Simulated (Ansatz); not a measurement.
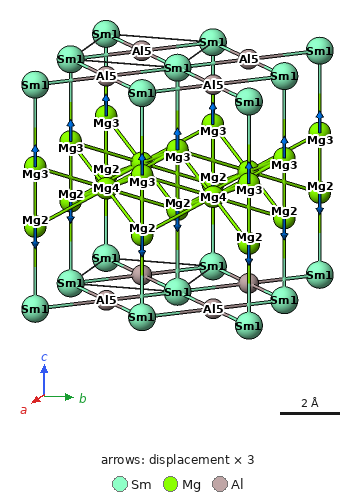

This is a relaxation of a crystal of SmMg$_{3}$Al (a generated structure, set up in P4/mmm) (coarse preliminary run). The starting structure is drawn; blue arrows show the displacements (the part carried along by the change of the cell is left out), magnified 3 times.

Style: ball-and-stick. Shown: the cell of the calculation, repeated 2 × 2 × 1 with one cell outlined, slightly off an axis.

Theory: Ansatz, DFT PBE, scalar-relativistic, plane waves, PAW; 4f electrons in the core of a trivalent norm-conserving potential.

The input:
```yaml
crystal:
  lattice:
    - [3.84327611, 0.0, 0.0]
    - [0.0, 3.84327611, 0.0]
    - [0.0, 0.0, 7.87867307]
  atoms:
    - { symbol: Sm, position: [0.0, 0.0, 0.0] }
    - { symbol: Mg, position: [0.0, 0.0, 0.3666724] }
    - { symbol: Mg, position: [0.0, 0.0, 0.6333276] }
    - { symbol: Mg, position: [0.5, 0.5, 0.5] }
    - { symbol: Al, position: [0.5, 0.5, 0.0] }
basis:
  ecutwfc: 690
kpoints:
  mp_grid: { grid: [4, 4, 2] }
hamiltonian:
  xc: pbe
  pseudopotentials:
    kind: paw
    azcp: { Sm: "pseudopotentials/pbe/nc/lanthanide_3plus/Sm.nc.azcp" }
scf:
  occupations: { method: gaussian, width: 0.1 }
  lower_state_search: "off"
output:
  forces: true
  stress: true
  eigenvalues: true
relax:
  adjacent_minimum: "off"
  f_tol: 0.04
  max_steps: 70
  cell: { stress_tol: 0.4 }
```

Run as
```bash
ansatz run input.yaml --threads 1 --pin off --max-ram 2560MiB --backend cpu --events-out ev --progress --plain --runs-dir out
```

> What happened in the run?

After 6 accepted moves (8 points after the start) the energy has fallen by 459 meV per atom. The largest force component goes from 4.7 to 0.018 eV/Å. The pressure goes from 14.08 to −0.04 GPa. At 2 points the geometry stayed and the basis and grid were re-selected for the new cell (energy shift of 3.2 meV per atom at most each time). The largest moves relative to the cell, 0.27 Å, are those of Mg2 and Mg3. Mg2 goes along −c. Al and Sm stay in place. The drawn cell changes as follows: a = b 3.843 → 4.108 Å (+6.9 %), c 7.879 → 9.413 Å (+19.5 %); the volume changes by +36.5 %. Near-neighbour distances that change, for instance: Mg2–Mg3 2.101 → 3.045 Å, Mg2–Mg4 2.914 → 3.279 Å, Sm1–Mg2 2.889 → 3.184 Å, Sm1–Al5 2.718 → 2.905 Å. Among the angles between lasting bonds that change: Mg4–Mg2–Mg4 137.7° → 124.7°, Sm1–Mg2–Mg4 111.1° → 117.7°, Mg3–Mg2–Mg4 68.9° → 62.3°. The space group stays P4/mmm (No. 123). The run took 96 s on 1 thread of AMD EPYC (Zen 3), on a shared host, peak memory 0.49 GiB.

Limits of the set-up: the k-point mesh is coarse for a cell with partly filled bands.
